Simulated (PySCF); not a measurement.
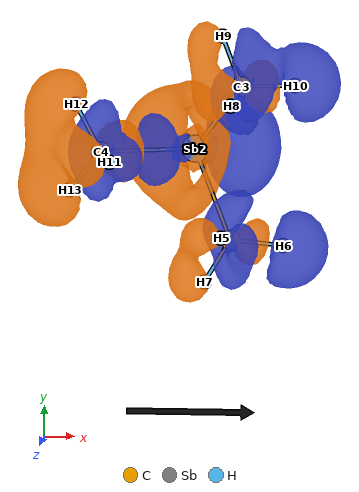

Figure 1: C$_{3}$H$_{9}$Sb, SMILES `C[Sb](C)C`. Change of the electron density in a uniform field of 0.51 V/Å along +x (arrow), surfaces at ±0.004 e/Å³ (orange: gain, blue: loss).

Computed with PySCF, B3LYP/def2-SVPD, geometry: GFN2-xTB. Core potentials replace the inner electrons of Sb; spin–orbit coupling isn't included. No frequency check shows the geometry to be a minimum. GFN2-xTB bond lengths at metals and heavier atoms can be off by up to 0.1 Å and shapes distorted, which carries into these values.

Input script:

```python
import numpy as np
from pyscf import gto, scf, dft
from pyscf.scf import atom_ks, atom_hf
from scipy.linalg import block_diag

def solve(mol, dm0=None, hcore=None):
    mf = (dft.UKS if mol.spin else dft.RKS)(mol, xc='b3lyp')
    mf.grids.level = 3
    mf = mf.density_fit(auxbasis='def2-universal-jkfit')
    mf.conv_tol, mf.max_cycle = 1e-8, 80
    if hcore is not None:
        mf.get_hcore = lambda *args: hcore
    mf.kernel(dm0)
    if not mf.converged:
        mf = mf.newton().run(mf.mo_coeff, mf.mo_occ, max_cycle=30)
    assert mf.converged, 'SCF not converged'
    return mf

mol = gto.M(atom='''
C      0.79546    -1.63827     0.74569
Sb    -0.00105     0.00067    -0.43154
C      1.02444     1.50359     0.74946
C     -1.81418     0.13096     0.75136
H      0.69078    -1.41390     1.80173
H      1.84350    -1.78370     0.51384
H      0.25598    -2.55109     0.51970
H      0.88815     1.29425     1.80498
H      0.62418     2.48723     0.51783
H      2.08253     1.49608     0.51778
H     -1.56415     0.11057     1.80663
H     -2.33684     1.05265     0.52460
H     -2.46488    -0.70420     0.52249
''', basis='def2-svpd', ecp={'Sb': 'def2-svpd'}, charge=0, spin=0, verbose=4)
field = np.array([0.01, 0.0, 0.0])  # atomic units
mol.set_common_orig(mol.atom_charges() @ mol.atom_coords() / mol.atom_charges().sum())
mf = solve(mol)
out = dict(dm0=mf.make_rdm1(), d0=mf.dip_moment(unit='AU'), e0=mf.e_tot)
for name, sign in (('p', 1), ('m', -1)):
    h = mf.get_hcore() + sign * np.einsum('x,xij->ij', field, mol.intor('int1e_r'))
    mi = solve(mol, mf.make_rdm1(), h)
    out.update({'dm' + name: mi.make_rdm1(), 'd' + name: mi.dip_moment(unit='AU'), 'e' + name: mi.e_tot})
# spherically averaged free atoms, for the promolecule
atom_ks.AtomSphAverageRKS.init_guess_by_vsap = lambda self, mol=None: self.init_guess_by_minao(mol)  # core potentials
atm = atom_ks.get_atm_nrks(mol, xc='b3lyp')
pro = block_diag(*[(atm[a[0]][2] * atm[a[0]][3]) @ atm[a[0]][2].T for a in mol._atom])
np.savez('result.npz', pro=pro, **out)
```

Run with:

```sh
OMP_NUM_THREADS=1 python input.py
```

The run took 41 s on 1 thread of Intel(R) Xeon(R) Platinum 8488C (Sapphire Rapids) (shared host), peak memory 0.78 GiB.

Partitions, critical points and surface values were worked out afterwards from this run's density.

What dipole is induced, and what polarisability does it imply?

The induced dipole is 2.23 D (along the field); α along this axis, from the fields in both directions, is 88 bohr³ (13.0 Å³).

Which atoms gain and lose the most charge?

Electrons gather most on H13 (Hirshfeld charge changes by −0.021 e) and leave H6 and H10 alike most (+0.023 e); 0.186 electrons are displaced in all.
